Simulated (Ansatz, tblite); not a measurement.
# Si50H52 off sphere (Si50H52): charged states by level of theory

What does removing an electron cost or gain for Si50H52 off sphere (Si50H52)? Each charged state is run at several levels.

The runs use Ansatz 0.2.0, Gaussian basis; as each input shows.

The runs, in order: charge +1 doublet, at the geometry of the singlet (PBE0-D4/def2-SVP, PBE-D4/def2-SVP); the starting singlet's energies come from earlier runs.

2 further runs of the same task are left out: 1 that didn't finish, 1 set aside as unsound or not needed.

**1. The structure**

The geometry is that of the singlet, from an earlier relaxation (PBE-D4/def2-SVP).

102 atoms, charge 0, spin multiplicity 1.

Atoms are counted from 1 here; the program's logs count them from 0.

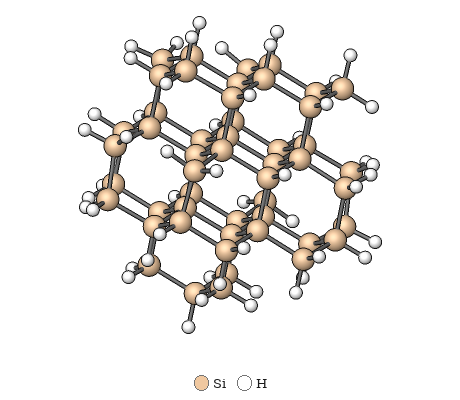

The structure; silicon light orange, hydrogen white.

**2. Charge +1 doublet at the fixed geometry, PBE0-D4/def2-SVP**

in.yaml

```yaml
crystal:
  periodic: [false, false, false]
  atoms:
    - {symbol: Si, position_ang: [-4.437509, -3.828802, 0.229751]}
    - {symbol: Si, position_ang: [-4.446403, -0.827875, -2.766978]}
    - {symbol: Si, position_ang: [-4.455807, -0.989323, 2.790692]}
    - {symbol: Si, position_ang: [-4.459999, 1.742311, 0.106118]}
    - {symbol: Si, position_ang: [-1.771645, -3.666108, -2.629817]}
    - {symbol: Si, position_ang: [-1.714972, -3.703717, 2.830319]}
    - {symbol: Si, position_ang: [0.965142, -3.693391, 0.099882]}
    - {symbol: Si, position_ang: [-1.713672, -0.972920, -5.360976]}
    - {symbol: Si, position_ang: [-1.734098, 1.736016, -2.603145]}
    - {symbol: Si, position_ang: [0.968371, -0.968074, -2.605594]}
    - {symbol: Si, position_ang: [0.977613, 1.713611, -5.360877]}
    - {symbol: Si, position_ang: [-1.750980, -0.980333, 0.091220]}
    - {symbol: Si, position_ang: [-1.728549, 1.730342, 2.821302]}
    - {symbol: Si, position_ang: [0.958428, -0.958176, 2.825608]}
    - {symbol: Si, position_ang: [0.981830, 1.750536, 0.091579]}
    - {symbol: Si, position_ang: [-1.893828, -1.101340, 5.539164]}
    - {symbol: Si, position_ang: [1.097761, 1.891551, 5.539715]}
    - {symbol: Si, position_ang: [0.828978, 4.445961, -2.769256]}
    - {symbol: Si, position_ang: [-1.738656, 4.461452, 0.106088]}
    - {symbol: Si, position_ang: [0.992434, 4.456866, 2.790350]}
    - {symbol: Si, position_ang: [3.683699, -3.683661, -2.648500]}
    - {symbol: Si, position_ang: [3.668253, 1.769497, -2.628328]}
    - {symbol: Si, position_ang: [3.694118, -0.966269, 0.100900]}
    - {symbol: Si, position_ang: [3.704452, 1.714824, 2.831528]}
    - {symbol: Si, position_ang: [3.828092, 4.436320, 0.227219]}
    - {symbol: Si, position_ang: [-3.250947, -5.035845, -1.412395]}
    - {symbol: Si, position_ang: [-3.104339, -2.307081, -4.016174]}
    - {symbol: Si, position_ang: [-3.075034, -2.356909, 1.459532]}
    - {symbol: Si, position_ang: [-3.108113, 0.383507, -1.258593]}
    - {symbol: Si, position_ang: [-5.827193, 0.349358, 1.422603]}
    - {symbol: Si, position_ang: [-3.108556, 0.373876, 4.163217]}
    - {symbol: Si, position_ang: [-3.090749, 3.093238, 1.467834]}
    - {symbol: Si, position_ang: [-0.394884, -2.338890, -1.257558]}
    - {symbol: Si, position_ang: [2.324995, -5.032267, -1.276172]}
    - {symbol: Si, position_ang: [2.313961, -2.314606, -3.985407]}
    - {symbol: Si, position_ang: [-0.246716, -5.056044, 1.585972]}
    - {symbol: Si, position_ang: [-0.391267, -2.317064, 4.194569]}
    - {symbol: Si, position_ang: [2.312586, -2.313273, 1.448403]}
    - {symbol: Si, position_ang: [-0.383174, 0.385383, -3.975588]}
    - {symbol: Si, position_ang: [-0.380498, 3.108836, -1.258295]}
    - {symbol: Si, position_ang: [2.339754, 0.393649, -1.256763]}
    - {symbol: Si, position_ang: [2.311389, 3.103940, -4.015149]}
    - {symbol: Si, position_ang: [-0.385421, 0.385785, 1.442199]}
    - {symbol: Si, position_ang: [-0.372180, 3.110983, 4.162554]}
    - {symbol: Si, position_ang: [2.316907, 0.391579, 4.195343]}
    - {symbol: Si, position_ang: [2.358519, 3.074277, 1.459662]}
    - {symbol: Si, position_ang: [-0.345186, 5.828921, 1.421794]}
    - {symbol: Si, position_ang: [5.032701, -2.325851, -1.275479]}
    - {symbol: Si, position_ang: [5.038830, 3.246463, -1.409469]}
    - {symbol: Si, position_ang: [5.056046, 0.243575, 1.589596]}
    - {symbol: H, position_ang: [-5.561466, -3.072361, -0.430021]}
    - {symbol: H, position_ang: [-5.057888, -4.797259, 1.208188]}
    - {symbol: H, position_ang: [-5.569899, -1.550247, -2.070155]}
    - {symbol: H, position_ang: [-5.065326, 0.173561, -3.713680]}
    - {symbol: H, position_ang: [-5.309540, -1.876115, 3.669583]}
    - {symbol: H, position_ang: [-5.309142, 2.622258, -0.783793]}
    - {symbol: H, position_ang: [-0.895285, -4.532363, -3.506241]}
    - {symbol: H, position_ang: [-2.620243, -4.549183, 3.698370]}
    - {symbol: H, position_ang: [-2.545010, -0.087590, -6.257658]}
    - {symbol: H, position_ang: [-0.826734, -1.829080, -6.230886]}
    - {symbol: H, position_ang: [-2.612447, 2.615511, -3.465464]}
    - {symbol: H, position_ang: [0.094290, 2.544927, -6.259563]}
    - {symbol: H, position_ang: [1.833185, 0.824115, -6.228830]}
    - {symbol: H, position_ang: [-2.866575, -2.081477, 6.151804]}
    - {symbol: H, position_ang: [-1.197893, -0.381908, 6.664540]}
    - {symbol: H, position_ang: [0.371955, 1.189998, 6.657496]}
    - {symbol: H, position_ang: [2.075601, 2.860175, 6.162478]}
    - {symbol: H, position_ang: [-0.174943, 5.056514, -3.719051]}
    - {symbol: H, position_ang: [1.546093, 5.575448, -2.076742]}
    - {symbol: H, position_ang: [-2.618180, 5.310331, -0.784536]}
    - {symbol: H, position_ang: [1.880501, 5.309682, 3.668804]}
    - {symbol: H, position_ang: [4.556886, -4.556712, -3.522027]}
    - {symbol: H, position_ang: [4.533784, 0.892830, -3.505082]}
    - {symbol: H, position_ang: [4.550377, 2.620038, 3.699215]}
    - {symbol: H, position_ang: [3.068781, 5.555479, -0.437335]}
    - {symbol: H, position_ang: [4.794057, 5.062674, 1.204316]}
    - {symbol: H, position_ang: [-4.236121, -5.639919, -2.385096]}
    - {symbol: H, position_ang: [-2.508976, -6.170158, -0.755374]}
    - {symbol: H, position_ang: [-3.981571, -3.197193, -4.868185]}
    - {symbol: H, position_ang: [-6.687974, -0.515179, 0.534421]}
    - {symbol: H, position_ang: [-6.734290, 1.187387, 2.290605]}
    - {symbol: H, position_ang: [-3.987597, 1.272553, 5.004107]}
    - {symbol: H, position_ang: [-3.951696, 3.955355, 2.364430]}
    - {symbol: H, position_ang: [1.449682, -5.922784, -2.124099]}
    - {symbol: H, position_ang: [3.188702, -5.914140, -0.407203]}
    - {symbol: H, position_ang: [1.432759, -3.162608, -4.869269]}
    - {symbol: H, position_ang: [3.160843, -1.434686, -4.871554]}
    - {symbol: H, position_ang: [-0.965192, -6.167034, 0.864973]}
    - {symbol: H, position_ang: [0.748062, -5.687981, 2.531016]}
    - {symbol: H, position_ang: [0.514739, -3.169931, 5.053992]}
    - {symbol: H, position_ang: [3.186008, -3.187940, 2.320662]}
    - {symbol: H, position_ang: [3.203056, 3.980968, -4.865718]}
    - {symbol: H, position_ang: [-1.271458, 3.990317, 5.002568]}
    - {symbol: H, position_ang: [3.169158, -0.514698, 5.055094]}
    - {symbol: H, position_ang: [-1.182674, 6.737006, 2.289216]}
    - {symbol: H, position_ang: [0.519838, 6.688855, 0.533174]}
    - {symbol: H, position_ang: [5.913550, -3.191007, -0.406819]}
    - {symbol: H, position_ang: [5.924441, -1.450752, -2.122376]}
    - {symbol: H, position_ang: [6.169317, 2.503114, -0.747453]}
    - {symbol: H, position_ang: [5.647581, 4.228974, -2.381901]}
    - {symbol: H, position_ang: [5.681803, -0.753254, 2.536674]}
    - {symbol: H, position_ang: [6.171488, 0.958554, 0.872086]}
basis:
  gaussian: {orbitals: def2-SVP, fitting: {mean_field: def2-universal-jkfit}}
total_charge: 1
magnetization: {spin_polarized: true, initial_magnetization: 1}
hamiltonian: {xc: pbe0, dispersion: d4}
scf: {omitted_lower_state_checks: [starts]}
output: {orbitals: {seedname: orbitals}}
```

Launch:

```console
> ansatz run in.yaml --threads 11 --pin off --events-out ev --progress --plain --max-ram 174080MiB --backend cuda --devices 0, --max-vram 75GiB
```

Log:

```text
Functional definition: PBE0
  name "PBE0"
  cite "Adamo & Barone, J. Chem. Phys. 110, 6158 (1999) doi:10.1063/1.478522"
  cite "Perdew, Burke & Ernzerhof, Phys. Rev. Lett. 77, 3865 (1996) doi:10.1103/PhysRevLett.77.3865"
  parent pbe
  parameter a = 0.25
  parameter kappa = 0.804
  parameter beta = 0.06672455060314922
  exchange = (1 - a)*pbe_x(kappa = kappa, mu = beta*pi^2/3) + a*exact_x
  correlation = pbe_c(beta = beta)
these checks for a lower state are left out or cut short: starts
7336 factors; integrals over basis functions are off by at most 3.1e-1 eV
mean field evaluation 1: about -394454.3248 eV, gradient 1.8e1 eV
mean field evaluation 2: about -394456.0591 eV, gradient 1.2e1 eV
mean field evaluation 4: about -394456.9692 eV, gradient 2.2e0 eV
mean field evaluation 8: about -394457.0128 eV, gradient 3.2e-1 eV
mean field evaluation 16: about -394457.0140 eV, gradient 1.0e-2 eV
mean field evaluation 32: about -394457.0145 eV, gradient 6.8e-3 eV
mean field -394457.01453362 eV, -14496.0279115432 hartree, gradient 3.5e-6 eV, S^2 0.752344; 0 other end points of the search recorded, 0 dependent functions left out
reference -394457.01462645 eV, -14496.0279149545 hartree; 376, 375 occupied and 784, 785 virtual orbitals, 7336 factors
Total energy: -394466.63106618 eV, -14496.3813125962 hartree
Checks for a lower state left out: starts
```

Wall time 1.7 min (1 × H100 with 11 threads of AMD EPYC 7R13, shared host); peak host memory 2.4 GiB.

HOMO -8.96 eV, LUMO -8.22 eV (over both spins); ⟨S²⟩ 0.752 (pure: 0.75).

**3. Charge +1 doublet at the fixed geometry, PBE-D4/def2-SVP**

start.molden holds the orbitals of an earlier run on this state, given as this run's starting guess.

Edit in.yaml of step 2 so:

```diff
@@ -106,6 +106,6 @@
 basis:
-  gaussian: {orbitals: def2-SVP, fitting: {mean_field: def2-universal-jkfit}}
+  gaussian: {orbitals: def2-SVP, fitting: {mean_field: def2-universal-jkfit}, initial_orbitals: start.molden}
 total_charge: 1
 magnetization: {spin_polarized: true, initial_magnetization: 1}
-hamiltonian: {xc: pbe0, dispersion: d4}
+hamiltonian: {xc: pbe, dispersion: d4}
 scf: {omitted_lower_state_checks: [starts]}
```

Same command.

Log:

```text
Functional definition: PBE
  name "PBE"
  cite "Perdew, Burke & Ernzerhof, Phys. Rev. Lett. 77, 3865 (1996) doi:10.1103/PhysRevLett.77.3865"
  parent pbe
  parameter kappa = 0.804
  parameter beta = 0.06672455060314922
  exchange = pbe_x(kappa = kappa, mu = beta*pi^2/3)
  correlation = pbe_c(beta = beta)
these checks for a lower state are left out or cut short: starts
7336 factors; integrals over basis functions are off by at most 3.1e-1 eV
mean field evaluation 1: about -394415.9667 eV, gradient 1.6e1 eV
mean field evaluation 2: about -394416.9359 eV, gradient 9.8e-1 eV
mean field evaluation 4: about -394416.9610 eV, gradient 5.5e-2 eV
mean field evaluation 8: about -394416.9623 eV, gradient 1.1e-3 eV
mean field evaluation 16: about -394416.9623 eV, gradient 3.6e-5 eV
mean field -394416.96229228 eV, -14494.5560188221 hartree, gradient 2.6e-6 eV, S^2 0.750458; 0 other end points of the search recorded, 0 dependent functions left out
reference -394416.96241572 eV, -14494.5560233586 hartree; 376, 375 occupied and 784, 785 virtual orbitals, 7336 factors
Total energy: -394427.34186278 eV, -14494.9374610027 hartree
Checks for a lower state left out: starts
```

Wall time 28 s (1 × H100 with 11 threads of AMD EPYC 7R13, shared host); peak host memory 2.3 GiB.

HOMO -8.06 eV, LUMO -8.07 eV (over both spins; with the spin held, an empty level of the minority spin lies below the top filled one); ⟨S²⟩ 0.750 (pure: 0.75).

**4. Vertical ionisation energy**

Charged state less starting state, singlet to doublet; the starting state's energies are those of its earlier runs.

```tsv
level	vertical ionisation energy (eV)	time
PBE-D4/def2-SVP	+7.04	43 s
PBE0-D4/def2-SVP	+7.56	2.2 min
```

Times add the two runs; a level without a time comes out of a correlated run.

Beside −ε(HOMO) of the starting state:

```tsv
level	−ε(HOMO) (eV)	by difference (eV)	mismatch (eV)
PBE-D4/def2-SVP	5.82	7.04	-1.22
PBE0-D4/def2-SVP	6.72	7.56	-0.83
```

**5. Results**

| quantity | value |
| --- | --- |
| vertical ionisation energy, functionals in def2-SVP | 7.04 (PBE-D4) to 7.56 eV (PBE0-D4) |

In words: The vertical ionisation energy spans 7.04 to 7.56 eV over the functionals. −ε(HOMO) misses the level's own difference by -0.83 eV at best (PBE0-D4) and -1.22 eV at worst (PBE-D4).
